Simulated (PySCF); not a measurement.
# Atomic calculation for Cl

Cl, configuration 1s2 2s2 2p6 3s2 3p5, multiplicity 2. Computed at this level: unrestricted HF, def2-SVP, spin-free X2C-1e, Gaussian nucleus (PySCF).

### The input
```python
from pyscf import gto, scf, dft, mp, cc
import basis_set_exchange as bse
mol = gto.M(atom="Cl 0 0 0", charge=0, spin=1, symmetry="D2h",
            basis=gto.basis.parse(bse.get_basis("def2-SVP", elements=["Cl"], fmt="nwchem", header=False)),
            nucmod="G")
mf = scf.UHF(mol).sfx2c1e()
mf.irrep_nelec = {'Ag': (3, 3), 'B1u': (2, 2), 'B2u': (2, 2), 'B3u': (2, 1)}
mf.kernel()
```

The script is an equivalent of what the driver set up; the driver started from orbitals of its own, so the log can be shorter than this script's would be, and it computed the properties (radii, ⟨L²⟩, response) afterwards. It held the occupations shell by shell, which the script's counts by irreducible representation don't always enforce.

Launched within a batch (the task file carries these settings):
```bash
OMP_NUM_THREADS=1 python <driver script> TASK.json OUT
```

### The program's output (extracts)
```
damping factor = 0
level_shift factor = 0
DIIS = <class 'pyscf.scf.diis.CDIIS'>
diis_start_cycle = 1
diis_space = 10
diis_damp = 0
SCF conv_tol = 1e-09
SCF conv_tol_grad = None
number electrons alpha = 9  beta = 8
cycle= 1 E= -460.567393665846  delta_E= -0.00345  |g|= 0.0228  |ddm|= 0.051
cycle= 2 E= -460.567722228645  delta_E= -0.000329  |g|= 0.00722  |ddm|= 0.016
cycle= 3 E= -460.567759920089  delta_E= -3.77e-05  |g|= 0.000459  |ddm|= 0.00776
cycle= 4 E= -460.567760130751  delta_E= -2.11e-07  |g|= 7.65e-05  |ddm|= 0.000951
cycle= 5 E= -460.56776013614  delta_E= -5.39e-09  |g|= 2.57e-05  |ddm|= 0.000165
cycle= 6 E= -460.567760136856  delta_E= -7.17e-10  |g|= 2.29e-06  |ddm|= 8.29e-05
converged SCF energy = -460.567760136856  <S^2> = 0.75537592  2S+1 = 2.0053687
```

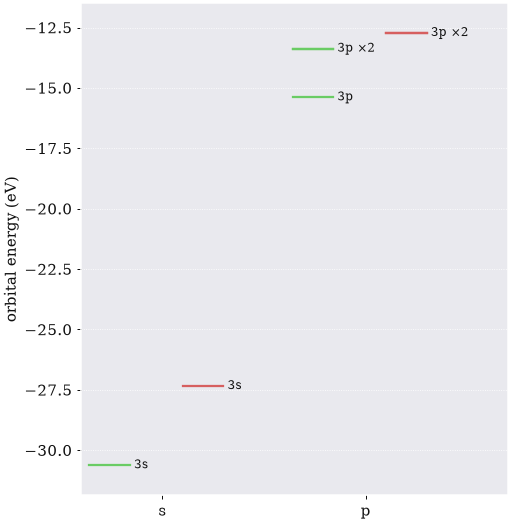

Figure 1. Orbital energies of the mean field, from the top down to −30.6 eV, by angular momentum, α spin at the left of each column and β at the right; ×n counts the orbitals under one label. The highest filled orbital is 3p β at −12.7 eV, the lowest empty one p β at −0.493 eV.

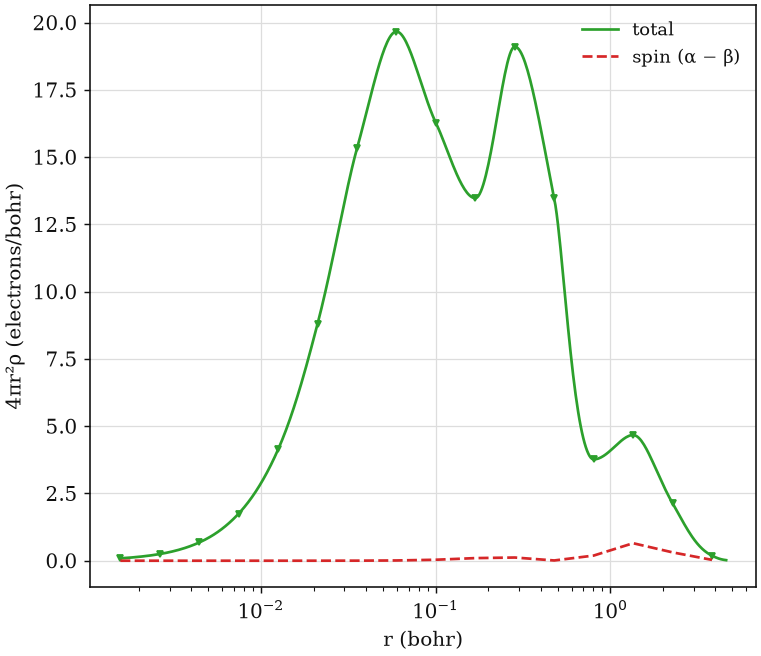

Figure 2. Spherically averaged radial density 4πr²ρ of the mean field and its spin part; markers are the stored points, which are sparse, and the line is a monotone interpolation between them. The largest stored value is 19.7 electrons/bohr at r = 0.060 bohr. Root-mean-square radii of the shells: 1s 0.106, 2p 0.451, 2s 0.480, 3s 1.68, 3p 1.97 bohr.

### What the run reported

- outcome: converged
- total energy: −460.567760 hartree
- ⟨S²⟩: 0.755
- ⟨L²⟩: 2.02
- SCF iterations: 6
- hardware: 1 thread of Arm Neoverse V2, 23 GiB of memory available, shared host

### What is odd here

This input holds a deliberate oddity: basis contracted for another Hamiltonian. The program ran to the end. Its numbers are those of this setting; this run alone doesn't show how far the oddity moves them.
